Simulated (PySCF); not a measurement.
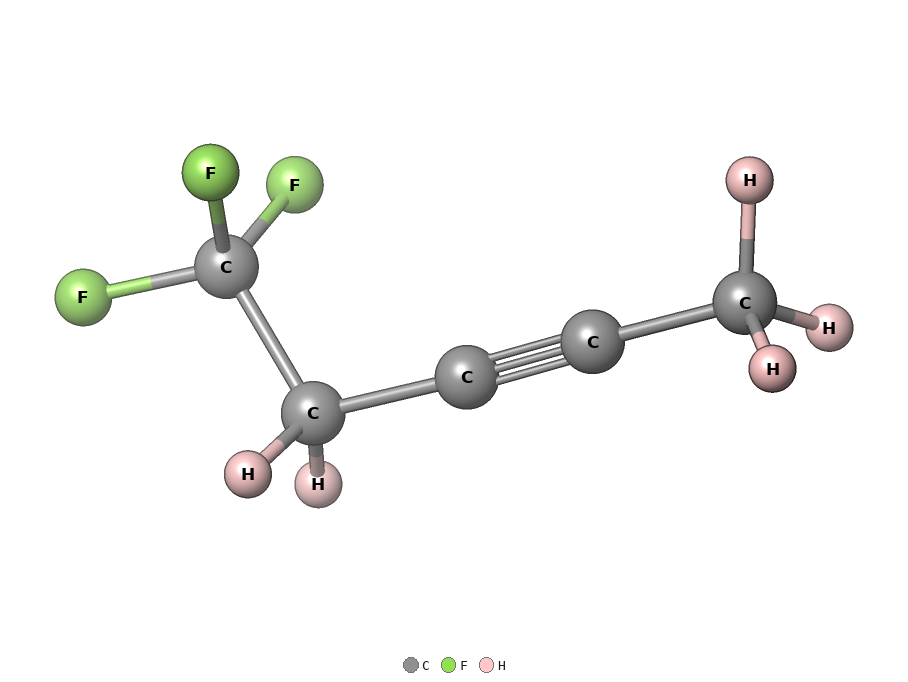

Orthographic view. Distant atoms are faded towards the background colour. The computed structure is the end point of a GFN2-xTB optimisation. No frequency run is at hand to confirm it as a minimum.

Write the InChI string.

InChI=1S/C5H5F3/c1-2-3-4-5(6,7)8/h4H2,1H3
